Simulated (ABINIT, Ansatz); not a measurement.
# A GW chain in ABINIT: Cl (Cmce), part 3 of 3

How does a plane-wave GW calculation on Cl (Cmce) run from the first input to the gap?

ABINIT 10.8.3; PBE and many-body steps on it, plane waves. Known limits of the many-body steps: not at the basis limit; coarse k mesh.

So far. Step 3 (Bands along the symmetry lines): The gap is 2.457 eV, −0.012 eV from the run before at this level. Step 4 (Empty states on the mesh, 4×4×1 mesh, 76 bands): On this mesh the gap is 2.469 eV.

**5. Screening, 4×4×1 mesh, 70 bands, screening to 98 eV**

The RPA dielectric matrix is built and inverted for each q.

This step: RPA screening on PBE, plane waves, norm-conserving pseudopotentials.

File run.abi:

```
acell 3*1.0 Angstrom
rprim 
  3.145000000000 -2.250000000000 0.000000000000
  3.145000000000 2.250000000000 0.000000000000
  0.000000000000 0.000000000000 8.210000000000
ntypat 1
znucl 17
natom 4
typat 1 1 1 1
xred 
  0.870000000000 0.130000000000 0.100000000000
  0.630000000000 0.370000000000 0.600000000000
  0.130000000000 0.870000000000 0.900000000000
  0.370000000000 0.630000000000 0.400000000000
pp_dirpath "pseudos"
pseudos "Cl.upf"
ecut 25
ngkpt 4 4 1
nshiftk 1
shiftk 0 0 0
kptopt 1
chksymbreak 0
istwfk *1
occopt 1
irdwfk 1
optdriver 3
nband 70
ecuteps 3.6
inclvkb 2
awtr 1
symchi 1
indata_prefix "in"
outdata_prefix "out"
tmpdata_prefix "tmp"
```

On the command line:

```sh
> OMP_NUM_THREADS=1 mpirun -n 4 abinit run.abi > log
```

Numbers of over 12 decimals in the logs are rounded to 6 here.

The program printed:

```text
.Version 10.8.3 of ABINIT. v10.8.2 released Aug 2026.

 Symmetries : space group Cm c a (# 64); Bravais oC (1-face-center ortho.)
[... echo of the input left out ...]
== DATASET  1 ==================================================================
-   mpi_nproc: 4, omp_nthreads: 1 (-1 if OMP is not activated)

--- !DatasetInfo
iteration_state: {dtset: 1, }
dimensions: {natom: 4, nkpt: 7, mband: 70, nsppol: 1, nspinor: 1, nspden: 1, mpw: 4689, }
cutoff_energies: {ecut:  25.0, pawecutdg:  -1.0, }
electrons: {nelect:   2.80000000E+01, charge:   0.00000000E+00, occopt:   1.00000000E+00, tsmear:   1.00000000E-02, }

 SCREENING: Calculation of the susceptibility and dielectric matrices

 Based on a program developped by R.W. Godby, V. Olevano, G. Onida, and L. Reining.
 Incorporated in ABINIT by V. Olevano, G.-M. Rignanese, and M. Torrent.
.Using double precision arithmetic ; gwpc =  8

[... cell and pseudopotentials left out ...]
--------------------------------------------------------------------------------

 ==== K-mesh for the wavefunctions ====
 Number of points in the irreducible wedge :     7
[... list of points left out ...]
 Together with  8 symmetry operations and time-reversal symmetry
 yields    16 points in the full Brillouin Zone.

 ==== Q-mesh for the screening function ====
 Number of points in the irreducible wedge :     7
[... list of points left out ...]
 Together with  8 symmetry operations and time-reversal symmetry
 yields    16 points in the full Brillouin Zone.

 setmesh: FFT mesh size selected  =    24x   24x   50
          total number of points  =        28800

 vcoul_init : cutoff-mode = AUXILIARY_FUNCTION
 q-points for optical limit:   1
     1)      0.000010    0.000020    0.000030

- screening: taking advantage of time-reversal symmetry
- Maximum band index for partially occupied states nbvw = 14
- Remaining bands to be divided among processors   nbcw = 56
- Number of bands treated by each node ~14

 Number of electrons calculated from density =   28.0000; Expected =   28.0000
 average of density, n =  0.035710
 r_s =    1.8838
 omega_plasma =   18.2284 [eV]

 calculating chi0 at frequencies [eV] :
  1    0.000000E+00    0.000000E+00
  2    0.000000E+00    1.822838E+01

--------------------------------------------------------------------------------
  q-point number  1        q = ( 0.000000, 0.000000, 0.000000) [r.l.u.]
--------------------------------------------------------------------------------
[... chi0 elements left out ...]
 For q-point:  0.000010 0.000020 0.000030
  dielectric constant =   2.6778
  dielectric constant without local fields =   3.3055

  Average fulfillment of the sum rule on Im[epsilon] for q-point    1 :     59.61  [%]
[... wings left out ...]
  q-point number  2        q = ( 0.250000, 0.000000, 0.000000) [r.l.u.]
--------------------------------------------------------------------------------
[... chi0 elements left out ...]
  Average fulfillment of the sum rule on Im[epsilon] for q-point    2 :     66.57  [%]

 [... 5 further q-points ...]
```

Run time: 38 s. Hardware: 4 MPI ranks of Intel Xeon Platinum 8259CL at 2.50GHz (Skylake/Cascade Lake), shared host; peak memory 0.78 GiB.

This step gave:

```
ε∞ with local fields, on this mesh, along the program's q direction : 2.678
the same without local fields                                       : 3.305
plasma frequency                                                    : 18.23 eV
plane waves in the screening matrix                                 : 251
```

Local fields lower ε∞ by 19 %. On a Γ-centred mesh this coarse the value itself is usually too large, while a short band sum pulls it down.

**6. Self-energy, 4×4×1 mesh, 70 bands, screening to 98 eV**

The self-energy is evaluated for the states that the input lists, and the levels follow from it, in one-shot runs by the linearised quasiparticle equation.

This step: G0W0 on PBE, plane waves, norm-conserving pseudopotentials.

Edit run.abi of step 5 so:

```diff
@@ -25,8 +25,17 @@
 irdwfk 1
-optdriver 3
+optdriver 4
 nband 70
+gwcalctyp 0
+ecutsigx 25
+symsigma 1
+nkptgw 2
+kptgw 
+  0.5000000000 0.5000000000 0.0000000000
+  0.0000000000 0.0000000000 0.0000000000
+bdgw 
+  13 16
+  13 16
 ecuteps 3.6
-inclvkb 2
-awtr 1
-symchi 1
+irdscr 1
+ppmodel 1
 indata_prefix "in"
```

The program printed:

```text
.Version 10.8.3 of ABINIT. v10.8.2 released Aug 2026.

 Symmetries : space group Cm c a (# 64); Bravais oC (1-face-center ortho.)
[... echo of the input left out ...]
== DATASET  1 ==================================================================
-   mpi_nproc: 4, omp_nthreads: 1 (-1 if OMP is not activated)

--- !DatasetInfo
iteration_state: {dtset: 1, }
dimensions: {natom: 4, nkpt: 7, mband: 70, nsppol: 1, nspinor: 1, nspden: 1, mpw: 4689, }
cutoff_energies: {ecut:  25.0, pawecutdg:  -1.0, }
electrons: {nelect:   2.80000000E+01, charge:   0.00000000E+00, occopt:   1.00000000E+00, tsmear:   1.00000000E-02, }

 SIGMA: Calculation of the GW corrections

 Based on a program developped by R.W. Godby, V. Olevano, G. Onida, and L. Reining.
 Incorporated in ABINIT by V. Olevano, G.-M. Rignanese, and M. Torrent.
.Using double precision arithmetic ; gwpc =  8

[... cell and pseudopotentials left out ...]
--------------------------------------------------------------------------------

 ==== K-mesh for the wavefunctions ====
 Number of points in the irreducible wedge :     7
[... list of points left out ...]
 Together with  8 symmetry operations and time-reversal symmetry
 yields    16 points in the full Brillouin Zone.

 ==== Q-mesh for screening function ====
 Number of points in the irreducible wedge :     7
[... list of points left out ...]
 Together with  8 symmetry operations and time-reversal symmetry
 yields    16 points in the full Brillouin Zone.

 vcoul_init : cutoff-mode = AUXILIARY_FUNCTION
 q-points for optical limit:   1
     1)      0.000010    0.000020    0.000030
 setmesh: FFT mesh size selected  =    36x   36x   72
          total number of points  =        93312

 Number of electrons calculated from density =   28.0000; Expected =   28.0000
 average of density, n =  0.035710
 r_s =    1.8838
 omega_plasma =   18.2284 [eV]

 === KS Band Gaps ===
  >>>> For spin  1
   Minimum direct gap =   2.5251 [eV], located at k-point      :   0.0000  0.0000  0.0000
   Fundamental gap    =   2.4691 [eV], Top of valence bands at :   0.5000  0.5000  0.0000
                                       Bottom of conduction at :   0.0000  0.0000  0.0000
 SIGMA fundamental parameters:
 PLASMON POLE MODEL  1
 number of plane-waves for SigmaX                 4675
 number of plane-waves for SigmaC and W            251
 number of plane-waves for wavefunctions          4675
 number of bands                                    70
 number of independent spin polarizations            1
 number of spinorial components                      1
 number of k-points in IBZ                           7
 number of q-points in IBZ                           7
 number of symmetry operations                       8
 number of k-points in BZ                           16
 number of q-points in BZ                           16
 number of frequencies for dSigma/dE                 9
 frequency step for dSigma/dE [eV]                0.25
 number of omega for Sigma on real axis              0
 max omega for Sigma on real axis  [eV]           0.00
 zcut for avoiding poles [eV]                     0.10

 EPSILON^-1 parameters (SCR file):
 dimension of the eps^-1 matrix on file            251
 dimension of the eps^-1 matrix used               251
 number of plane-waves for wavefunctions          4675
 number of bands                                    70
 number of q-points in IBZ                           7
 number of frequencies                               2
 number of real frequencies                          1
 number of imag frequencies                          1

 matrix elements of self-energy operator (all in [eV])

 Perturbative Calculation

--- !SelfEnergy_ee
iteration_state: {dtset: 1, }
kpoint     : [   0.500,    0.500,    0.000, ]
spin       : 1
KS_gap     :    2.546
QP_gap     :    5.856
Delta_QP_KS:    3.311
data: !SigmaeeData |
     Band     E0 <VxcDFT>   SigX SigC(E0)      Z dSigC/dE  Sig(E)    E-E0       E
       13  -1.186 -14.316 -18.732   2.876   0.793  -0.261 -15.538  -1.222  -2.408
       14  -0.824 -14.673 -19.126   2.864   0.797  -0.255 -15.938  -1.265  -2.089
       15   1.722 -14.111  -8.947  -2.603   0.799  -0.252 -12.065   2.045   3.767
       16   1.912 -14.248  -9.061  -2.567   0.797  -0.255 -12.161   2.088   4.000

--- !SelfEnergy_ee
iteration_state: {dtset: 1, }
kpoint     : [   0.000,    0.000,    0.000, ]
spin       : 1
KS_gap     :    2.525
QP_gap     :    5.758
Delta_QP_KS:    3.232
data: !SigmaeeData |
     Band     E0 <VxcDFT>   SigX SigC(E0)      Z dSigC/dE  Sig(E)    E-E0       E
       13  -0.970 -14.511 -18.996   2.860   0.797  -0.254 -15.806  -1.296  -2.266
       14  -0.880 -14.707 -19.155   2.875   0.796  -0.257 -15.959  -1.251  -2.131
       15   1.645 -13.984  -8.922  -2.586   0.800  -0.250 -12.003   1.981   3.626
       16   2.208 -14.632  -9.221  -2.684   0.793  -0.262 -12.471   2.161   4.369

== END DATASET(S) ==============================================================
================================================================================

 -outvars: echo values of variables after computation  --------
           etotal      0.0000000000E+00
            nband          70
             nkpt           7
          spgroup          64
 [... the other variables as echoed above ...]

 Calculation completed.
```

It took 11 s on 4 MPI ranks; peak memory 0.68 GiB; 45 s of CPU time.

This step gave:

```yaml
g0w0_gap_on_the_points_computed: 5.715 eV
starting_gap_on_the_mesh: 2.469 eV
k_of_the_valence_top: 0.5, 0.5, 0
k_of_the_conduction_bottom: 0, 0, 0
z_at_the_valence_top: 0.797
z_at_the_conduction_bottom: 0.8
least_direct_g0w0_gap_on_the_computed_points: 5.757 eV
```

The gap on the mesh goes from 2.47 eV to 5.71 eV, a correction of +3.25 eV.

Limits: finite bands, cutoff and mesh; coarse k mesh. v1 is the top filled band, c1 the lowest empty one. The levels before and after the correction (eV, zero at the valence-band top of each column):

|  | conduction bottom | valence top |
| --- | --- | --- |
| Kohn-Sham | 2.47 | 0.00 |
| G0W0 | 5.71 | 0.00 |

|  | level | energy (eV) |
| --- | --- | --- |
| Kohn-Sham | (0.5 0.5 0) v2 | -0.362 |
| Kohn-Sham | (0.5 0.5 0) v1 | 0.000 |
| Kohn-Sham | (0.5 0.5 0) c1 | 2.546 |
| Kohn-Sham | (0.5 0.5 0) c2 | 2.736 |
| Kohn-Sham | Γ v2 | -0.146 |
| Kohn-Sham | Γ v1 | -0.056 |
| Kohn-Sham | Γ c1 | 2.469 |
| Kohn-Sham | Γ c2 | 3.031 |
| G0W0 | (0.5 0.5 0) v2 | -0.319 |
| G0W0 | (0.5 0.5 0) v1 | 0.000 |
| G0W0 | (0.5 0.5 0) c1 | 5.856 |
| G0W0 | (0.5 0.5 0) c2 | 6.089 |
| G0W0 | Γ v2 | -0.177 |
| G0W0 | Γ v1 | -0.042 |
| G0W0 | Γ c1 | 5.715 |
| G0W0 | Γ c2 | 6.458 |

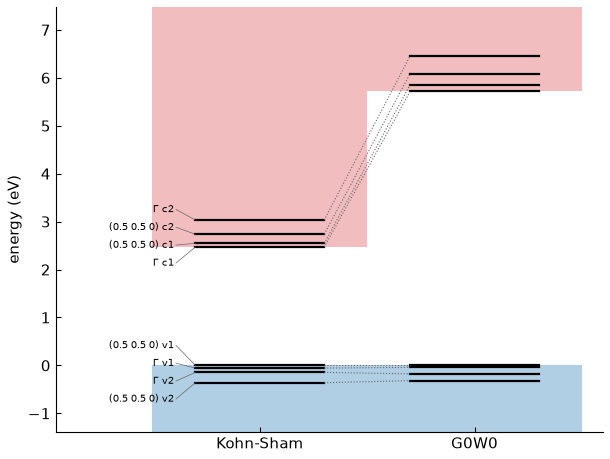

Levels before and after the correction. Shaded: valence and conduction bands.

**7. Where the time went**

Times are wall times on 4 MPI ranks of Intel Xeon Platinum 8259CL at 2.50GHz (Skylake/Cascade Lake), shared host, good to a factor of about two.

| step | time | share | memory (GiB) |
| --- | --- | --- | --- |
| ground state | 80 s | 30 % | 0.41 |
| bands along the symmetry lines | 87 s | 33 % | 0.42 |
| empty states on the mesh | 50 s | 19 % | 0.34 |
| screening | 38 s | 14 % | 0.78 |
| self-energy | 11 s | 4 % | 0.68 |

**8. Results**

```yaml
pbe_gap: 2.46 eV, indirect
g0w0_gap_on_the_mesh: 5.71 eV
gw_settings: 4×4×1 mesh, 70 bands, screening to 98 eV, Godby-Needs plasmon pole
known_limits: not at the basis limit; coarse k mesh
```

**Reading.** G0W0 moves the gap on the mesh from 2.47 eV to 5.71 eV (+3.25 eV), with Z of 0.80 and 0.80 at the edges. Local fields lower the RPA ε∞ on this mesh from 3.31 to 2.68; a Γ-centred mesh this coarse tends to raise both, most where the direct gap is narrow, while a short band sum lowers them. Only 2 of the mesh's irreducible points were corrected, so a valley elsewhere could overtake. Bands and cutoff are finite, so the gap is not at the basis limit. The miss can reach some tenths of an eV and take either sign; the mesh is an error of its own. In the G0W0 run levels were corrected at 2 k points alone, so a gap called «on the mesh» is the least over those, and an edge elsewhere would be missed. The 4×4×1 mesh is coarse for this cell, which bears on the long-range parts of exchange and screening.

[Paths, hosts, dates, memory and timing lines, banners, echoed tables and standing remarks are left out of the program output.]

[Logs are printed without paths, hosts, clocks, repeated set-up lines and the standing remarks that a program may print on its own settings, such as how far it seeks lower states.]

[Runs of the session that timed out or met a known fault of the program may be left out.]

[Hosts, paths, dates, database ids (printed as entryN), source tags and the programs' standing remarks are cut or masked in the printed files.]

[G0W0 gaps are taken among the corrected bands and points alone; a level outside them can change the order at an edge.]

[Where Ansatz stands beside ABINIT at settings called matched, ABINIT's density can come from a denser mesh and the files from another edition; pairs whose starting gaps differed by over 0.03 eV were left out, so agreement reads better than it is.]
